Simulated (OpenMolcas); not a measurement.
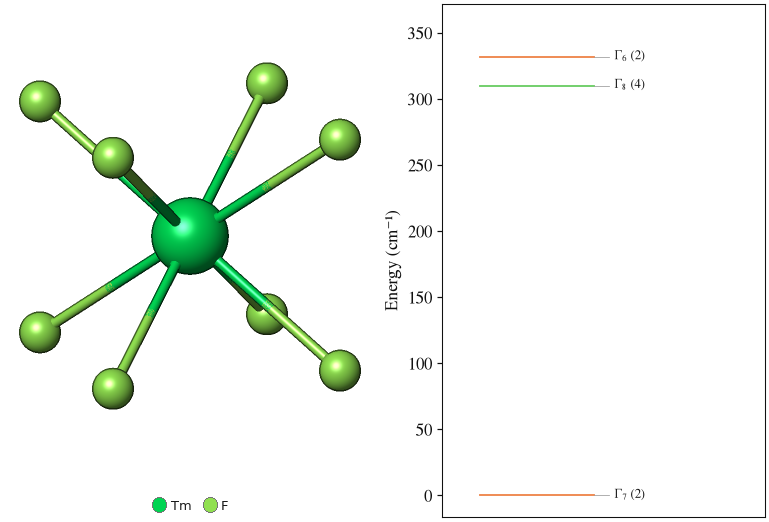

Tm²⁺ (4f¹³) as a dopant in CaF₂, a cluster with its 8 nearest F⁻ at 2.470 Å (cube) embedded in model potentials and point charges; the geometry was set, not optimised, and its levels. Labels give the representation in O, Td, D4 or D3 as the site allows (double group for half-integer spin) where it could be assigned and, in brackets, the degeneracy; spin-free states, where drawn, share the zero of the spin-orbit levels. Computed with OpenMolcas: state-averaged CASSCF, active space 13 electrons in the shell 4f, basis ANO-RCC-VDZP on all atoms, DKH2 scalar Hamiltonian, spin-orbit coupling by RASSI with atomic mean-field integrals.

**What does the figure show?**

The ground level is Γ₇, a Kramers doublet, 100 % from states of spin multiplicity 2. Its principal g values are 3.46, 3.46 and 3.46, isotropic. The next level lies at 310 cm⁻¹ (Γ₈). The lowest J multiplet spreads over 332 cm⁻¹. The active orbitals hold 100 % metal character (Löwdin), and the Mulliken charge of the metal is +1.71.

Note: the geometry is set by hand, with no relaxation and no charge compensation.
